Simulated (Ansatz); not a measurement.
The calculation's input:

```
crystal:
  periodic: [false, false, false]
  atoms:
    - {symbol: Ru, position_ang: [0.585297, -0.127867, 0.213059]}
    - {symbol: Ru, position_ang: [-1.193794, -0.459130, 1.066957]}
    - {symbol: H, position_ang: [0.608496, 0.587007, -1.280016]}
basis:
  gaussian: {orbitals: def2-TZVPD, initial_orbitals: start.molden}
total_charge: -1
hamiltonian: {xc: pbe0, dispersion: d4}
output: {forces: true, orbitals: {seedname: orbitals}}
```

Run with:

```sh
ansatz run in.yaml --threads 4 --pin off --events-out ev --progress --plain --max-ram 3916MiB
```

Geometry: r2SCAN-D4/def2-TZVPD; core potentials replace the inner electrons of Ru; the highest occupied orbital lies above zero, a sign that basis and functional describe the outermost electron poorly; not at a stationary point (largest force 0.7 eV/Å).

The calculation used Ansatz 0.2.0, RKS PBE0-D4/def2-TZVPD.

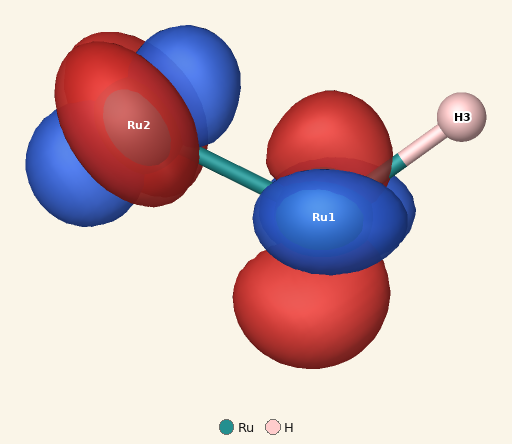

HRu2 (charge −1). The HOMO at ±0.15 Å⁻³ᐟ² (blue and red are the two phases), seen across its widest extent.

What is the character of this orbital?

It lies mainly on Ru2 (about 50 %) and Ru1 (about 45 %). Its energy is 0.44 eV.
